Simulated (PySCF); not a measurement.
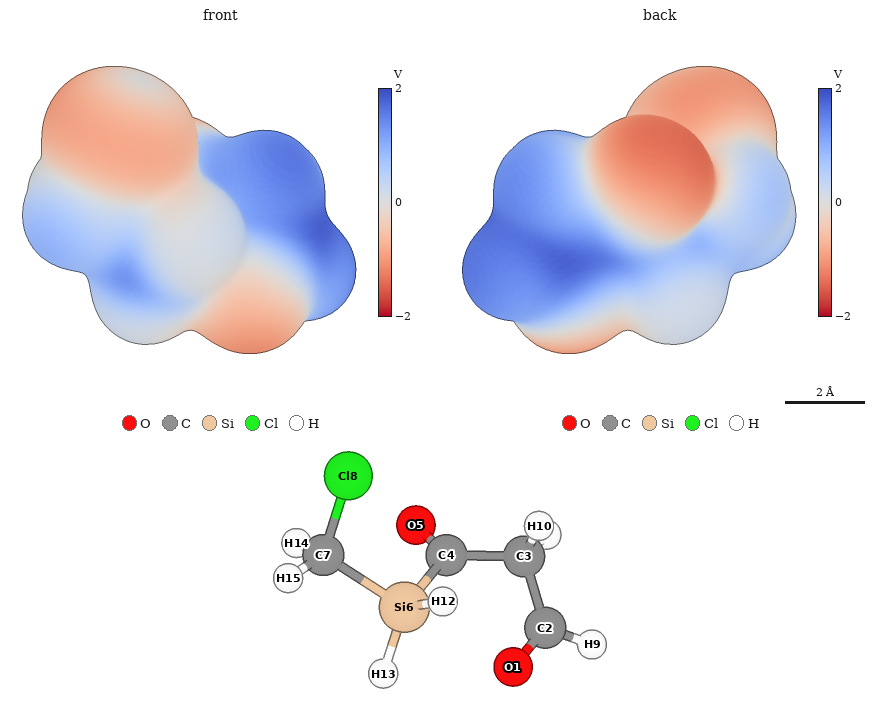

The picture shows: C₄H₇ClO₂Si. The molecular electrostatic potential painted on the density surface at 0.002 e/bohr³, seen from the front and from behind; the colour scale runs from red (negative) to blue (positive). The bare structure is drawn below in the same view.

Geometry: GFN2-xTB.

Theory: PBE0/pcSseg-1, SCF density, gas phase, non-relativistic in PySCF.

Input

```
{"job": {"kind": "nmr", "xc": "PBE0", "basis": "pcSseg-1"}, "charge": 0, "multiplicity": 1}
O     -1.559796     1.599198    -0.367587
C     -2.258739     0.666942    -0.055405
C     -1.717831    -0.611943     0.465274
C     -0.364359    -0.843998    -0.211349
O     -0.080311    -1.913797    -0.676721
Si     0.771845     0.717214    -0.282449
C      2.501471    -0.108866    -0.183913
Cl     2.669775    -0.795547     1.456027
H     -3.352612     0.722209    -0.182515
H     -1.493943    -0.495943     1.528341
H     -2.407724    -1.446530     0.333661
H      0.651861     1.509388     0.935869
H      0.681779     1.359795    -1.588470
H      2.628126    -0.936080    -0.877503
H      3.326043     0.585946    -0.315173
```

Run with:

```sh
OMP_NUM_THREADS=1 python probes_run.py task.json out
```

> Describe the electrostatic potential map.

The most negative region (about −1.4 V) lies over O5, the most positive (about +1.8 V) over the π face of C2. O5 is the likeliest acceptor of a hydrogen bond.
